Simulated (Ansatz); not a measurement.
System: BC$_{2}$.

```xyz
6
Lattice="4.3737 0.0000 0.0002 0.0000 2.4408 0.0000 -1.7565 0.0000 5.0553" Properties=species:S:1:pos:R:3 pbc="T T T"
B     0.0237    1.2204    0.8150
B     2.5935    1.2204    4.2405
C     0.6631    1.2204    2.1675
C     1.9540    1.2204    2.8880
C    -0.2374    0.0000    2.1232
C     2.8545    0.0000    2.9323
```

Space group P2/m; started from the random prototype, which need not be the ambient phase.

Theory: Ansatz, DFT PBE, scalar-relativistic, plane waves, PAW.

Predict the valence pseudo-density and electron localisation function between the atoms.

B–C (1.50 Å): the density is about 1.4 e/Å³ at the midpoint; the ELF peaks at about 0.85 between the atoms.

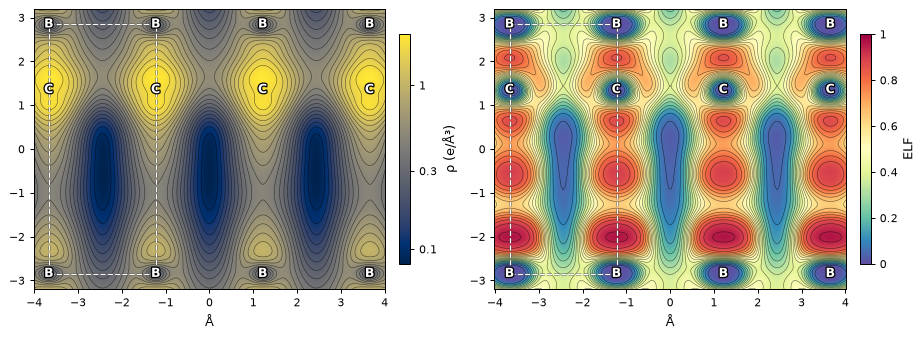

Computed valence pseudo-density and electron localisation function on the (101̄) plane of the conventional cell, in this order. Atoms just off the plane (B, 0.7 Å away and C, 0.8 Å away) can leave unmarked features too.

The density is the valence pseudo-density of a PAW calculation; it isn't the true density close to the nuclei.
